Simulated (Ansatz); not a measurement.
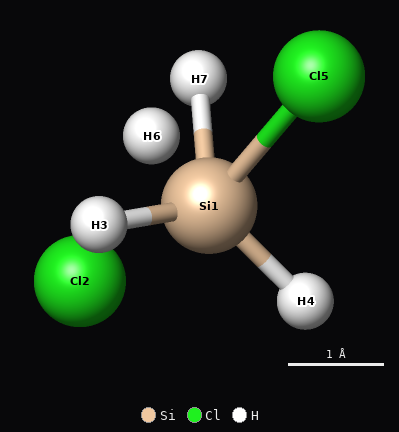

The starting structure (ball-and-stick view, seen at a tilt; atoms are numbered from 1 in the order of the input). Bond lengths as drawn: Cl–Si 2.11 Å and H–Si 1.47 to 1.70 Å.

**Run report: SiH₄Cl₂, molecular dynamics (part 1 of 3)**

SiH₄Cl₂, computed with RKS PBE0/def2-SVP (Ansatz 0.2.0).

It belongs to a series of runs on one base structure; here: dynamics from the highest image of the converged band. Figures and captions count atoms from 1; the log counts them from 0 in places.

What the program printed:
```
Engine: ansatz 0.2.0, aarch64-unknown-linux-gnu
Functional definition: PBE0
  parameter a = 0.25
  parameter kappa = 0.804
  parameter beta = 0.06672455060314922
  exchange = (1 - a)*pbe_x(kappa = kappa, mu = beta*pi^2/3) + a*exact_x
  correlation = pbe_c(beta = beta)
739 factors; integrals over basis functions are off by at most 4.5e-4 eV
mean field evaluation 1: about -32965.1943 eV, gradient 1.4e1 eV
mean field evaluation 2: about -32965.0954 eV, gradient 1.5e1 eV
mean field evaluation 4: about -32965.6951 eV, gradient 3.3e-1 eV
mean field evaluation 8: about -32965.6987 eV, gradient 2.2e-2 eV
mean field -32965.69866717 eV, -1211.4670810654 hartree, gradient 2.9e-5 eV, S^2 0.000000; 0 other end points of the search recorded, 0 dependent functions left out
the calculation of the forces begins
reference -32965.69868723 eV, -1211.4670818025 hartree; 26, 26 occupied and 48, 48 virtual orbitals, 739 factors
md step     0: t =     0.00 fs  T =   300.0 K  F+E_penalty+E_count = -32965.69866717 eV  E_kin = 0.193890 eV  conserved = -32965.50477717 eV  (23 SCF iters)
these checks for a lower state are left out or cut short: starts, cluster_reference, orbital_swaps, neighbouring_geometries, increment
739 factors; integrals over basis functions are off by at most 4.4e-4 eV
mean field evaluation 16: about -32965.6928 eV, gradient 1.4e-3 eV
mean field -32965.69630195 eV, -1211.4669941452 hartree, gradient 3.0e-5 eV, S^2 0.000000; 0 other end points of the search recorded, 0 dependent functions left out
the calculation of the forces begins
reference -32965.69632199 eV, -1211.4669948815 hartree; 26, 26 occupied and 48, 48 virtual orbitals, 739 factors
md step     1: t =     0.50 fs  T =   296.4 K  F+E_penalty+E_count = -32965.69630195 eV  E_kin = 0.191542 eV  conserved = -32965.50475963 eV  (23 SCF iters)
[... from here on the SCF iterations and repeated set-up lines of each step are left out, up to the last step ...]
md step     2: t =     1.00 fs  T =   286.0 K  F+E_penalty+E_count = -32965.68951425 eV  E_kin = 0.184817 eV  conserved = -32965.50469696 eV  (22 SCF iters)
md step     3: t =     1.50 fs  T =   270.3 K  F+E_penalty+E_count = -32965.67931005 eV  E_kin = 0.174712 eV  conserved = -32965.50459819 eV  (23 SCF iters)
md step     4: t =     2.00 fs  T =   251.9 K  F+E_penalty+E_count = -32965.66725389 eV  E_kin = 0.162772 eV  conserved = -32965.50448214 eV  (23 SCF iters)
md step     5: t =     2.50 fs  T =   233.3 K  F+E_penalty+E_count = -32965.65517119 eV  E_kin = 0.150797 eV  conserved = -32965.50437410 eV  (22 SCF iters)
md step     6: t =     3.00 fs  T =   217.3 K  F+E_penalty+E_count = -32965.64475508 eV  E_kin = 0.140456 eV  conserved = -32965.50429908 eV  (21 SCF iters)
md step     7: t =     3.50 fs  T =   205.6 K  F+E_penalty+E_count = -32965.63718121 eV  E_kin = 0.132907 eV  conserved = -32965.50427390 eV  (21 SCF iters)
md step     8: t =     4.00 fs  T =   198.9 K  F+E_penalty+E_count = -32965.63284881 eV  E_kin = 0.128547 eV  conserved = -32965.50430154 eV  (21 SCF iters)
md step     9: t =     4.50 fs  T =   196.4 K  F+E_penalty+E_count = -32965.63133418 eV  E_kin = 0.126964 eV  conserved = -32965.50437048 eV  (21 SCF iters)
md step    10: t =     5.00 fs  T =   196.7 K  F+E_penalty+E_count = -32965.63156782 eV  E_kin = 0.127110 eV  conserved = -32965.50445818 eV  (21 SCF iters)
md step    11: t =     5.50 fs  T =   197.5 K  F+E_penalty+E_count = -32965.63217300 eV  E_kin = 0.127633 eV  conserved = -32965.50454012 eV  (21 SCF iters)
md step    12: t =     6.00 fs  T =   196.9 K  F+E_penalty+E_count = -32965.63184731 eV  E_kin = 0.127251 eV  conserved = -32965.50459613 eV  (21 SCF iters)
md step    13: t =     6.50 fs  T =   193.5 K  F+E_penalty+E_count = -32965.62967988 eV  E_kin = 0.125065 eV  conserved = -32965.50461524 eV  (22 SCF iters)
md step    14: t =     7.00 fs  T =   186.8 K  F+E_penalty+E_count = -32965.62533241 eV  E_kin = 0.120737 eV  conserved = -32965.50459572 eV  (23 SCF iters)
md step    15: t =     7.50 fs  T =   177.2 K  F+E_penalty+E_count = -32965.61907132 eV  E_kin = 0.114527 eV  conserved = -32965.50454414 eV  (23 SCF iters)
md step    16: t =     8.00 fs  T =   165.9 K  F+E_penalty+E_count = -32965.61167495 eV  E_kin = 0.107203 eV  conserved = -32965.50447149 eV  (22 SCF iters)
md step    17: t =     8.50 fs  T =   154.5 K  F+E_penalty+E_count = -32965.60426654 eV  E_kin = 0.099875 eV  conserved = -32965.50439124 eV  (22 SCF iters)
md step    18: t =     9.00 fs  T =   145.1 K  F+E_penalty+E_count = -32965.59811394 eV  E_kin = 0.093800 eV  conserved = -32965.50431353 eV  (21 SCF iters)
md step    19: t =     9.50 fs  T =   139.6 K  F+E_penalty+E_count = -32965.59444564 eV  E_kin = 0.090197 eV  conserved = -32965.50424903 eV  (21 SCF iters)
md step    20: t =    10.00 fs  T =   139.4 K  F+E_penalty+E_count = -32965.59428844 eV  E_kin = 0.090084 eV  conserved = -32965.50420481 eV  (22 SCF iters)
md step    21: t =    10.50 fs  T =   145.7 K  F+E_penalty+E_count = -32965.59835186 eV  E_kin = 0.094167 eV  conserved = -32965.50418523 eV  (24 SCF iters)
md step    22: t =    11.00 fs  T =   159.0 K  F+E_penalty+E_count = -32965.60695745 eV  E_kin = 0.102766 eV  conserved = -32965.50419167 eV  (22 SCF iters)
md step    23: t =    11.50 fs  T =   179.2 K  F+E_penalty+E_count = -32965.62001509 eV  E_kin = 0.115792 eV  conserved = -32965.50422288 eV  (23 SCF iters)
md step    24: t =    12.00 fs  T =   205.4 K  F+E_penalty+E_count = -32965.63704453 eV  E_kin = 0.132769 eV  conserved = -32965.50427505 eV  (23 SCF iters)
md step    25: t =    12.50 fs  T =   236.6 K  F+E_penalty+E_count = -32965.65724008 eV  E_kin = 0.152898 eV  conserved = -32965.50434181 eV  (23 SCF iters)
md step    26: t =    13.00 fs  T =   271.0 K  F+E_penalty+E_count = -32965.67957582 eV  E_kin = 0.175161 eV  conserved = -32965.50441482 eV  (23 SCF iters)
md step    27: t =    13.50 fs  T =   307.1 K  F+E_penalty+E_count = -32965.70294353 eV  E_kin = 0.198460 eV  conserved = -32965.50448372 eV  (23 SCF iters)
md step    28: t =    14.00 fs  T =   343.1 K  F+E_penalty+E_count = -32965.72631571 eV  E_kin = 0.221776 eV  conserved = -32965.50454017 eV  (23 SCF iters)
md step    29: t =    14.50 fs  T =   378.0 K  F+E_penalty+E_count = -32965.74890060 eV  E_kin = 0.244325 eV  conserved = -32965.50457540 eV  (22 SCF iters)
md step    30: t =    15.00 fs  T =   411.1 K  F+E_penalty+E_count = -32965.77027165 eV  E_kin = 0.265685 eV  conserved = -32965.50458643 eV  (22 SCF iters)
md step    31: t =    15.50 fs  T =   442.3 K  F+E_penalty+E_count = -32965.79041866 eV  E_kin = 0.285841 eV  conserved = -32965.50457744 eV  (22 SCF iters)
md step    32: t =    16.00 fs  T =   472.1 K  F+E_penalty+E_count = -32965.80968950 eV  E_kin = 0.305130 eV  conserved = -32965.50455974 eV  (21 SCF iters)
md step    33: t =    16.50 fs  T =   501.4 K  F+E_penalty+E_count = -32965.82861514 eV  E_kin = 0.324065 eV  conserved = -32965.50455013 eV  (22 SCF iters)
md step    34: t =    17.00 fs  T =   530.9 K  F+E_penalty+E_count = -32965.84765668 eV  E_kin = 0.343093 eV  conserved = -32965.50456355 eV  (21 SCF iters)
md step    35: t =    17.50 fs  T =   560.7 K  F+E_penalty+E_count = -32965.86697868 eV  E_kin = 0.362375 eV  conserved = -32965.50460377 eV  (21 SCF iters)
md step    36: t =    18.00 fs  T =   590.6 K  F+E_penalty+E_count = -32965.88638276 eV  E_kin = 0.381726 eV  conserved = -32965.50465724 eV  (21 SCF iters)
md step    37: t =    18.50 fs  T =   620.1 K  F+E_penalty+E_count = -32965.90548882 eV  E_kin = 0.400793 eV  conserved = -32965.50469567 eV  (21 SCF iters)
md step    38: t =    19.00 fs  T =   649.0 K  F+E_penalty+E_count = -32965.92411713 eV  E_kin = 0.419426 eV  conserved = -32965.50469125 eV  (21 SCF iters)
md step    39: t =    19.50 fs  T =   677.7 K  F+E_penalty+E_count = -32965.94264921 eV  E_kin = 0.438010 eV  conserved = -32965.50463955 eV  (21 SCF iters)
md step    40: t =    20.00 fs  T =   707.9 K  F+E_penalty+E_count = -32965.96205506 eV  E_kin = 0.457484 eV  conserved = -32965.50457131 eV  (21 SCF iters)
md step    41: t =    20.50 fs  T =   741.0 K  F+E_penalty+E_count = -32965.98342458 eV  E_kin = 0.478883 eV  conserved = -32965.50454192 eV  (21 SCF iters)
md step    42: t =    21.00 fs  T =   777.6 K  F+E_penalty+E_count = -32966.00718761 eV  E_kin = 0.502595 eV  conserved = -32965.50459294 eV  (22 SCF iters)
md step    43: t =    21.50 fs  T =   816.7 K  F+E_penalty+E_count = -32966.03254145 eV  E_kin = 0.527820 eV  conserved = -32965.50472103 eV  (22 SCF iters)
md step    44: t =    22.00 fs  T =   855.1 K  F+E_penalty+E_count = -32966.05753700 eV  E_kin = 0.552661 eV  conserved = -32965.50487606 eV  (22 SCF iters)
md step    45: t =    22.50 fs  T =   889.4 K  F+E_penalty+E_count = -32966.07984111 eV  E_kin = 0.574849 eV  conserved = -32965.50499244 eV  (22 SCF iters)
md step    46: t =    23.00 fs  T =   917.1 K  F+E_penalty+E_count = -32966.09772521 eV  E_kin = 0.592701 eV  conserved = -32965.50502443 eV  (22 SCF iters)
md step    47: t =    23.50 fs  T =   937.3 K  F+E_penalty+E_count = -32966.11074337 eV  E_kin = 0.605776 eV  conserved = -32965.50496758 eV  (22 SCF iters)
md step    48: t =    24.00 fs  T =   951.5 K  F+E_penalty+E_count = -32966.11982254 eV  E_kin = 0.614975 eV  conserved = -32965.50484803 eV  (22 SCF iters)
md step    49: t =    24.50 fs  T =   962.7 K  F+E_penalty+E_count = -32966.12687506 eV  E_kin = 0.622170 eV  conserved = -32965.50470467 eV  (22 SCF iters)
md step    50: t =    25.00 fs  T =   974.2 K  F+E_penalty+E_count = -32966.13420675 eV  E_kin = 0.629635 eV  conserved = -32965.50457182 eV  (22 SCF iters)
md step    51: t =    25.50 fs  T =   989.5 K  F+E_penalty+E_count = -32966.14397237 eV  E_kin = 0.639500 eV  conserved = -32965.50447276 eV  (22 SCF iters)
md step    52: t =    26.00 fs  T =  1010.9 K  F+E_penalty+E_count = -32966.15779050 eV  E_kin = 0.653370 eV  conserved = -32965.50442028 eV  (22 SCF iters)
md step    53: t =    26.50 fs  T =  1039.9 K  F+E_penalty+E_count = -32966.17651917 eV  E_kin = 0.672098 eV  conserved = -32965.50442161 eV  (22 SCF iters)
md step    54: t =    27.00 fs  T =  1076.4 K  F+E_penalty+E_count = -32966.20013722 eV  E_kin = 0.695658 eV  conserved = -32965.50447964 eV  (22 SCF iters)
md step    55: t =    27.50 fs  T =  1118.8 K  F+E_penalty+E_count = -32966.22769706 eV  E_kin = 0.723103 eV  conserved = -32965.50459445 eV  (21 SCF iters)
md step    56: t =    28.00 fs  T =  1164.5 K  F+E_penalty+E_count = -32966.25734399 eV  E_kin = 0.752586 eV  conserved = -32965.50475789 eV  (21 SCF iters)
md step    57: t =    28.50 fs  T =  1209.2 K  F+E_penalty+E_count = -32966.28646128 eV  E_kin = 0.781512 eV  conserved = -32965.50494956 eV  (21 SCF iters)
md step    58: t =    29.00 fs  T =  1248.5 K  F+E_penalty+E_count = -32966.31202301 eV  E_kin = 0.806892 eV  conserved = -32965.50513078 eV  (21 SCF iters)
md step    59: t =    29.50 fs  T =  1278.0 K  F+E_penalty+E_count = -32966.33123478 eV  E_kin = 0.825994 eV  conserved = -32965.50524109 eV  (22 SCF iters)
md step    60: t =    30.00 fs  T =  1295.5 K  F+E_penalty+E_count = -32966.34246353 eV  E_kin = 0.837251 eV  conserved = -32965.50521226 eV  (22 SCF iters)
md step    61: t =    30.50 fs  T =  1301.6 K  F+E_penalty+E_count = -32966.34625155 eV  E_kin = 0.841254 eV  conserved = -32965.50499795 eV  (22 SCF iters)
md step    62: t =    31.00 fs  T =  1301.8 K  F+E_penalty+E_count = -32966.34595794 eV  E_kin = 0.841342 eV  conserved = -32965.50461623 eV  (21 SCF iters)
md step    63: t =    31.50 fs  T =  1304.7 K  F+E_penalty+E_count = -32966.34741020 eV  E_kin = 0.843232 eV  conserved = -32965.50417833 eV  (21 SCF iters)
md step    64: t =    32.00 fs  T =  1320.3 K  F+E_penalty+E_count = -32966.35718956 eV  E_kin = 0.853325 eV  conserved = -32965.50386441 eV  (22 SCF iters)
md step    65: t =    32.50 fs  T =  1355.6 K  F+E_penalty+E_count = -32966.37995539 eV  E_kin = 0.876120 eV  conserved = -32965.50383514 eV  (21 SCF iters)
md step    66: t =    33.00 fs  T =  1411.1 K  F+E_penalty+E_count = -32966.41610544 eV  E_kin = 0.911975 eV  conserved = -32965.50413082 eV  (21 SCF iters)
md step    67: t =    33.50 fs  T =  1480.1 K  F+E_penalty+E_count = -32966.46120653 eV  E_kin = 0.956565 eV  conserved = -32965.50464160 eV  (21 SCF iters)
md step    68: t =    34.00 fs  T =  1551.1 K  F+E_penalty+E_count = -32966.50762556 eV  E_kin = 1.002454 eV  conserved = -32965.50517179 eV  (21 SCF iters)
md step    69: t =    34.50 fs  T =  1612.1 K  F+E_penalty+E_count = -32966.54742797 eV  E_kin = 1.041880 eV  conserved = -32965.50554789 eV  (21 SCF iters)
md step    70: t =    35.00 fs  T =  1654.5 K  F+E_penalty+E_count = -32966.57501193 eV  E_kin = 1.069330 eV  conserved = -32965.50568175 eV  (22 SCF iters)
md step    71: t =    35.50 fs  T =  1675.5 K  F+E_penalty+E_count = -32966.58848010 eV  E_kin = 1.082902 eV  conserved = -32965.50557762 eV  (22 SCF iters)
md step    72: t =    36.00 fs  T =  1677.7 K  F+E_penalty+E_count = -32966.58962532 eV  E_kin = 1.084327 eV  conserved = -32965.50529837 eV  (22 SCF iters)
md step    73: t =    36.50 fs  T =  1668.0 K  F+E_penalty+E_count = -32966.58298480 eV  E_kin = 1.078054 eV  conserved = -32965.50493030 eV  (22 SCF iters)
md step    74: t =    37.00 fs  T =  1655.5 K  F+E_penalty+E_count = -32966.57449505 eV  E_kin = 1.069935 eV  conserved = -32965.50456053 eV  (22 SCF iters)
md step    75: t =    37.50 fs  T =  1649.2 K  F+E_penalty+E_count = -32966.57011778 eV  E_kin = 1.065856 eV  conserved = -32965.50426153 eV  (21 SCF iters)
md step    76: t =    38.00 fs  T =  1656.5 K  F+E_penalty+E_count = -32966.57465676 eV  E_kin = 1.070568 eV  conserved = -32965.50408870 eV  (21 SCF iters)
md step    77: t =    38.50 fs  T =  1681.6 K  F+E_penalty+E_count = -32966.59087573 eV  E_kin = 1.086805 eV  conserved = -32965.50407097 eV  (21 SCF iters)
md step    78: t =    39.00 fs  T =  1724.9 K  F+E_penalty+E_count = -32966.61902754 eV  E_kin = 1.114818 eV  conserved = -32965.50420915 eV  (22 SCF iters)
md step    79: t =    39.50 fs  T =  1783.0 K  F+E_penalty+E_count = -32966.65684390 eV  E_kin = 1.152369 eV  conserved = -32965.50447482 eV  (22 SCF iters)
md step    80: t =    40.00 fs  T =  1849.3 K  F+E_penalty+E_count = -32966.69998960 eV  E_kin = 1.195175 eV  conserved = -32965.50481454 eV  (22 SCF iters)
md step    81: t =    40.50 fs  T =  1915.2 K  F+E_penalty+E_count = -32966.74292321 eV  E_kin = 1.237769 eV  conserved = -32965.50515460 eV  (22 SCF iters)
md step    82: t =    41.00 fs  T =  1972.2 K  F+E_penalty+E_count = -32966.78007320 eV  E_kin = 1.274664 eV  conserved = -32965.50540961 eV  (22 SCF iters)
md step    83: t =    41.50 fs  T =  2014.1 K  F+E_penalty+E_count = -32966.80718218 eV  E_kin = 1.301681 eV  conserved = -32965.50550095 eV  (22 SCF iters)
md step    84: t =    42.00 fs  T =  2038.0 K  F+E_penalty+E_count = -32966.82253762 eV  E_kin = 1.317154 eV  conserved = -32965.50538401 eV  (22 SCF iters)
md step    85: t =    42.50 fs  T =  2046.3 K  F+E_penalty+E_count = -32966.82763607 eV  E_kin = 1.322552 eV  conserved = -32965.50508375 eV  (21 SCF iters)
md step    86: t =    43.00 fs  T =  2045.6 K  F+E_penalty+E_count = -32966.82675894 eV  E_kin = 1.322044 eV  conserved = -32965.50471508 eV  (21 SCF iters)
md step    87: t =    43.50 fs  T =  2043.7 K  F+E_penalty+E_count = -32966.82525553 eV  E_kin = 1.320815 eV  conserved = -32965.50444022 eV  (21 SCF iters)
md step    88: t =    44.00 fs  T =  2046.7 K  F+E_penalty+E_count = -32966.82713993 eV  E_kin = 1.322757 eV  conserved = -32965.50438304 eV  (21 SCF iters)
md step    89: t =    44.50 fs  T =  2055.9 K  F+E_penalty+E_count = -32966.83328048 eV  E_kin = 1.328731 eV  conserved = -32965.50454919 eV  (21 SCF iters)
md step    90: t =    45.00 fs  T =  2067.9 K  F+E_penalty+E_count = -32966.84131357 eV  E_kin = 1.336490 eV  conserved = -32965.50482382 eV  (22 SCF iters)
md step    91: t =    45.50 fs  T =  2076.8 K  F+E_penalty+E_count = -32966.84729500 eV  E_kin = 1.342242 eV  conserved = -32965.50505299 eV  (22 SCF iters)
md step    92: t =    46.00 fs  T =  2077.7 K  F+E_penalty+E_count = -32966.84794737 eV  E_kin = 1.342812 eV  conserved = -32965.50513533 eV  (22 SCF iters)
md step    93: t =    46.50 fs  T =  2068.9 K  F+E_penalty+E_count = -32966.84217933 eV  E_kin = 1.337119 eV  conserved = -32965.50506018 eV  (22 SCF iters)
md step    94: t =    47.00 fs  T =  2052.3 K  F+E_penalty+E_count = -32966.83128580 eV  E_kin = 1.326400 eV  conserved = -32965.50488571 eV  (22 SCF iters)
md step    95: t =    47.50 fs  T =  2032.2 K  F+E_penalty+E_count = -32966.81810367 eV  E_kin = 1.313411 eV  conserved = -32965.50469277 eV  (22 SCF iters)
md step    96: t =    48.00 fs  T =  2013.4 K  F+E_penalty+E_count = -32966.80579432 eV  E_kin = 1.301250 eV  conserved = -32965.50454439 eV  (22 SCF iters)
md step    97: t =    48.50 fs  T =  1999.7 K  F+E_penalty+E_count = -32966.79684662 eV  E_kin = 1.292374 eV  conserved = -32965.50447261 eV  (27 SCF iters)
md step    98: t =    49.00 fs  T =  1993.0 K  F+E_penalty+E_count = -32966.79256611 eV  E_kin = 1.288090 eV  conserved = -32965.50447642 eV  (27 SCF iters)
md step    99: t =    49.50 fs  T =  1993.7 K  F+E_penalty+E_count = -32966.79305742 eV  E_kin = 1.288519 eV  conserved = -32965.50453832 eV  (27 SCF iters)
md step   100: t =    50.00 fs  T =  2000.4 K  F+E_penalty+E_count = -32966.79749609 eV  E_kin = 1.292871 eV  conserved = -32965.50462507 eV  (27 SCF iters)
md step   101: t =    50.50 fs  T =  2011.1 K  F+E_penalty+E_count = -32966.80452681 eV  E_kin = 1.299805 eV  conserved = -32965.50472178 eV  (27 SCF iters)
md step   102: t =    51.00 fs  T =  2023.4 K  F+E_penalty+E_count = -32966.81255049 eV  E_kin = 1.307733 eV  conserved = -32965.50481768 eV  (27 SCF iters)
md step   103: t =    51.50 fs  T =  2034.7 K  F+E_penalty+E_count = -32966.81992161 eV  E_kin = 1.315016 eV  conserved = -32965.50490566 eV  (21 SCF iters)
md step   104: t =    52.00 fs  T =  2042.6 K  F+E_penalty+E_count = -32966.82511223 eV  E_kin = 1.320143 eV  conserved = -32965.50496941 eV  (27 SCF iters)
md step   105: t =    52.50 fs  T =  2045.5 K  F+E_penalty+E_count = -32966.82700654 eV  E_kin = 1.322031 eV  conserved = -32965.50497549 eV  (27 SCF iters)
md step   106: t =    53.00 fs  T =  2043.2 K  F+E_penalty+E_count = -32966.82541730 eV  E_kin = 1.320533 eV  conserved = -32965.50488473 eV  (27 SCF iters)
md step   107: t =    53.50 fs  T =  2037.7 K  F+E_penalty+E_count = -32966.82166864 eV  E_kin = 1.316990 eV  conserved = -32965.50467859 eV  (27 SCF iters)
md step   108: t =    54.00 fs  T =  2033.7 K  F+E_penalty+E_count = -32966.81880896 eV  E_kin = 1.314409 eV  conserved = -32965.50440018 eV  (27 SCF iters)
md step   109: t =    54.50 fs  T =  2037.4 K  F+E_penalty+E_count = -32966.82091154 eV  E_kin = 1.316748 eV  conserved = -32965.50416324 eV  (27 SCF iters)
md step   110: t =    55.00 fs  T =  2053.6 K  F+E_penalty+E_count = -32966.83137106 eV  E_kin = 1.327270 eV  conserved = -32965.50410106 eV  (27 SCF iters)
md step   111: t =    55.50 fs  T =  2083.7 K  F+E_penalty+E_count = -32966.85094982 eV  E_kin = 1.346669 eV  conserved = -32965.50428122 eV  (27 SCF iters)
md step   112: t =    56.00 fs  T =  2123.1 K  F+E_penalty+E_count = -32966.87683148 eV  E_kin = 1.372185 eV  conserved = -32965.50464640 eV  (27 SCF iters)
md step   113: t =    56.50 fs  T =  2163.7 K  F+E_penalty+E_count = -32966.90347277 eV  E_kin = 1.398425 eV  conserved = -32965.50504763 eV  (27 SCF iters)
```
